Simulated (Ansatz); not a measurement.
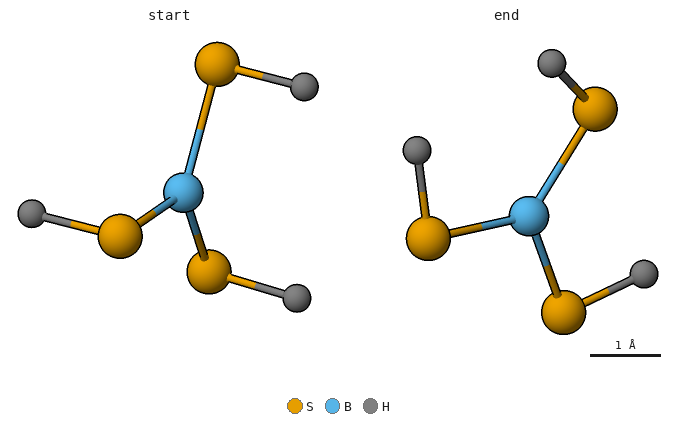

The structure of BH3S3 (coarse preliminary run) before (left) and after (right) a relaxation, at one scale.

A ball-and-stick model, seen at a tilt.

The start comes from a force field.

The calculation used RKS PBE-D4/def2-SVP (Ansatz).

The input:
```yaml
crystal:
  periodic: [false, false, false]
  atoms:
    - {symbol: S, position_ang: [-0.943300, 1.560100, 0.127800]}
    - {symbol: B, position_ang: [0.144600, 0.107200, 0.056300]}
    - {symbol: S, position_ang: [0.324600, -0.972300, 1.566300]}
    - {symbol: S, position_ang: [1.145900, -0.295700, -1.531300]}
    - {symbol: H, position_ang: [-2.093700, 0.833000, -0.321800]}
    - {symbol: H, position_ang: [1.439600, -0.186000, 2.039900]}
    - {symbol: H, position_ang: [0.043500, -1.114300, -1.982800]}
basis:
  gaussian: {orbitals: def2-SVP}
hamiltonian: {xc: pbe, dispersion: d4}
relax: {f_tol: 0.03, max_steps: 200}
```

Q: Describe what moved and what it gained.

A: After 13 accepted moves (14 points after the start) the energy has fallen by 195.1 kJ/mol. The largest force component goes from 1.7 to 0.029 eV/Å. The line search rejected the trial step at point 12 of the run. H7 moves most after the best rigid fit: 1.41 Å. By element the largest moves are H 1.41 Å, S 0.87 Å, B 0.36 Å. Near-neighbour distances that change, for instance: B2–S4 1.920 → 1.819 Å, S3–H6 1.444 → 1.361 Å, S4–H7 1.445 → 1.364 Å, S1–H5 1.433 → 1.363 Å. Among the angles between lasting bonds that change: B2–S4–H7 88.8° → 98.1°, S3–B2–S4 119.9° → 126.4°, B2–S3–H6 91.4° → 97.1°. Groups turn about B2–S4 by about 85°, S1–B2 by about 85°, B2–S3 by about 80°. The run took of the order of 40 core-seconds on a shared host.
